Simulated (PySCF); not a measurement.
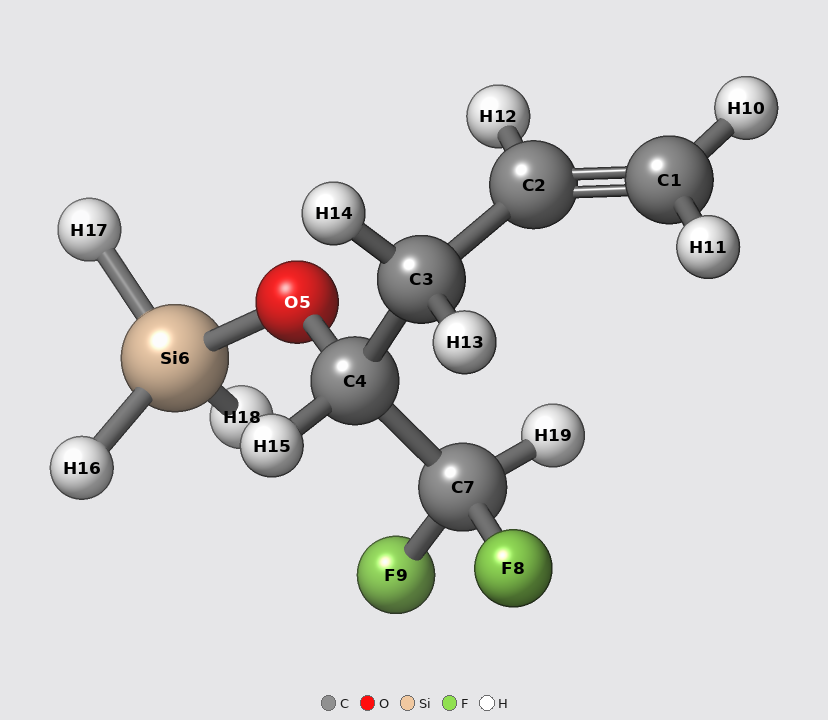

The computed structure is the end point of a PBE0-D3(BJ)/def2-SVP optimisation. No frequency run is at hand to confirm it as a minimum. Electric field gradients from the ground-state density, PBE0/pcSseg-1 (PySCF 2.14.0), non-relativistic apart from any core potentials.

Give the largest field-gradient component, the quadrupole coupling constant and the asymmetry for 17O at O5 (Q = −25.6 mb), 2H at H10 (Q = 2.86 mb), 2H at H11 (Q = 2.86 mb), 2H at H12 (Q = 2.86 mb), 2H at H13 (Q = 2.86 mb).

```json
{"atom": "O5", "V_zz (a.u.)": "1.761", "e²qQ/h (MHz)": "−10.59", "η": "0.41"}
{"atom": "H10", "V_zz (a.u.)": "0.307", "e²qQ/h (MHz)": "0.206", "η": "0.05"}
{"atom": "H11", "V_zz (a.u.)": "0.303", "e²qQ/h (MHz)": "0.203", "η": "0.06"}
{"atom": "H12", "V_zz (a.u.)": "0.297", "e²qQ/h (MHz)": "0.200", "η": "0.05"}
{"atom": "H13", "V_zz (a.u.)": "0.285", "e²qQ/h (MHz)": "0.191", "η": "0.03"}
```
